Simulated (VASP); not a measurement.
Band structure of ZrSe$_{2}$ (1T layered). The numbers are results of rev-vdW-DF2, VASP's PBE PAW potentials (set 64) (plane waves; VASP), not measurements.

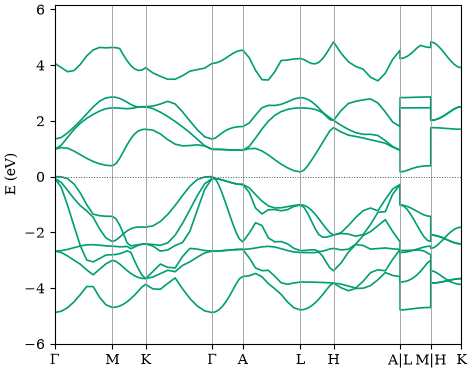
Figure: Bands along high-symmetry lines, zero at the valence-band maximum or, without a gap, the Fermi level

Task: Read the plot: is there a gap, and where are the band edges?

Result: The gap is indirect, 0.17 eV, from the valence maximum at Γ to the conduction minimum at L. (Edges off the drawn lines would not show.)

The compound is ZrSe2 in the 1T layered structure. It was relaxed first.
